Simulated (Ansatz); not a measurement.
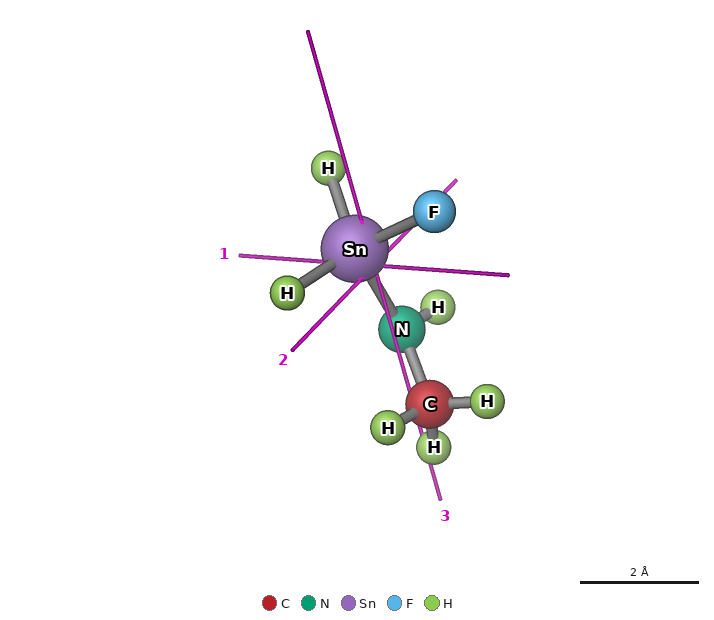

The three principal axes of inertia are drawn and numbered. Distant atoms are faded towards the background colour. The computed structure is the end point of a PBE0-D4/def2-TZVP optimisation. Masses are those of the most abundant isotopes; constants are for the rigid equilibrium geometry.

Which line is the a axis (least moment of inertia), which b and which c?

Answer. a is line 3, b is line 1, c is line 2; the moments are 73.4, 193, 241 u Å².

What kind of rotor is it, and what are its rotational constants in MHz?

Answer. An asymmetric top (C1): A = 6883, B = 2614, C = 2098 MHz. Ray's parameter κ is −0.78, nearer the prolate limit.
